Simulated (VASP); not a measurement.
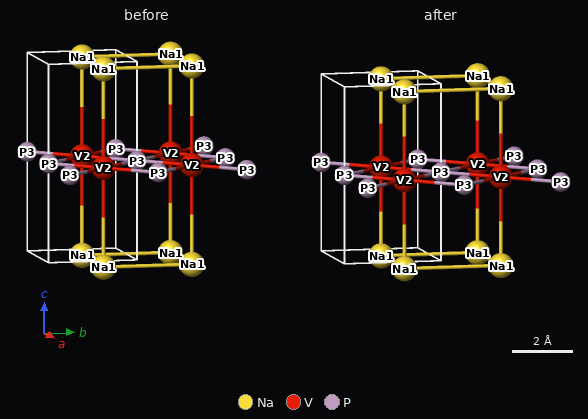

The structure of solid NaVP (a generated structure, set up in P4/mmm) before (left) and after (right) a relaxation, at one scale.

Style: ball-and-stick. Shown: the cell of the calculation, repeated 2 × 2 × 1 with one cell outlined, slightly off an axis.

The run lets cell and atoms move.

Theory: VASP, Kohn-Sham DFT of a periodic cell, PBE, VASP PAW PBE potentials, recommended.

The input:
```
PREC = Accurate
ENCUT = 600
EDIFF = 1E-6
ISMEAR = 0
SIGMA = 0.05
LREAL = False
LASPH = True
NELM = 120
ALGO = Fast
ISIF = 3
LWAVE = False
LCHARG = False
ISPIN = 2
MAGMOM = 0 2 0
LORBIT = 11
LMAXMIX = 4
GGA = PE
IBRION = 2
NSW = 60
EDIFFG = -0.005
```

Command:
```bash
cat potpaw_PBE.64/Na_pv/POTCAR potpaw_PBE.64/V_sv/POTCAR potpaw_PBE.64/P/POTCAR > POTCAR
mpirun -np 1 vasp_std > vasp.out
```

Q: What changed between the two?

A: The atoms keep their places relative to the cell (all moves are under 0.005 Å). The volume changes by +6.2 %, with a = b 3.071 → 3.351 Å (+9.1 %), c 6.757 → 6.026 Å (−10.8 %). Among the contacts that change: Na1–V2 3.378 → 3.013 Å, Na1–Na1 3.071 → 3.351 Å, V2–P3 2.172 → 2.370 Å. The space group stays P4/mmm (No. 123). After 21 geometry steps the energy has fallen by 243 meV per atom. All forces vanish by symmetry, so only the cell relaxes. The pressure goes from 11.82 to 0.00 GPa.
